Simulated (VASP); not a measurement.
Band structure of MoSi2 (MoSi2 type). Calculation: PBE GGA, VASP's PBE PAW potentials (set 64) (plane waves; VASP).

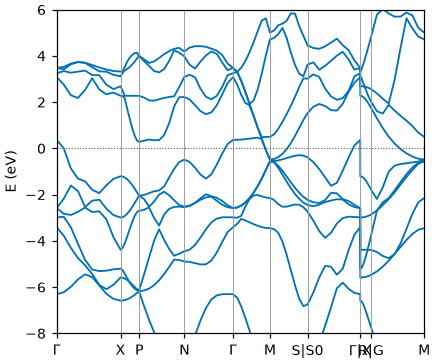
Figure. Bands along high-symmetry lines, zero at the valence-band maximum or, without a gap, the Fermi level

Task: Read the plot: is there a gap, and where are the band edges?

Result: It has no gap at this level: it comes out as a metal or semimetal. (Edges off the drawn lines would not show.)

The compound is MoSi2 in the MoSi2 type structure. It was relaxed first.
